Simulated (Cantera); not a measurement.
Input: 1 mol Si, 0.099 mol CO2, 520 mol H2, at 100 Torr.

Method: chemical equilibrium by Gibbs-energy minimisation in Cantera with the NASA 1993 tables (ideal gas, pure condensed phases). Candidate condensed phases: C, C6H6, C7H8, C8H18, H2O, Si, SiC, SiO2; 123 gas species. Mutual solubility and eutectic melting of coexisting phases are not modelled. Gases not in the tables: Si2H6 and higher silanes. The numbers say what is thermodynamically allowed, not how fast it happens.

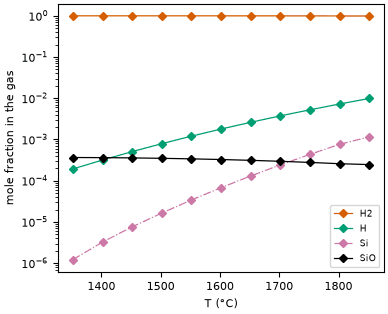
Fig. 1. Equilibrium gas composition (values under 1e-9 drawn at 1e-9)

Question: Read off the mole fractions at 1602 °C.

Answer: H2 about 1.00, H about 0.0018, SiO about 0.00033, Si about 6.8e-5.
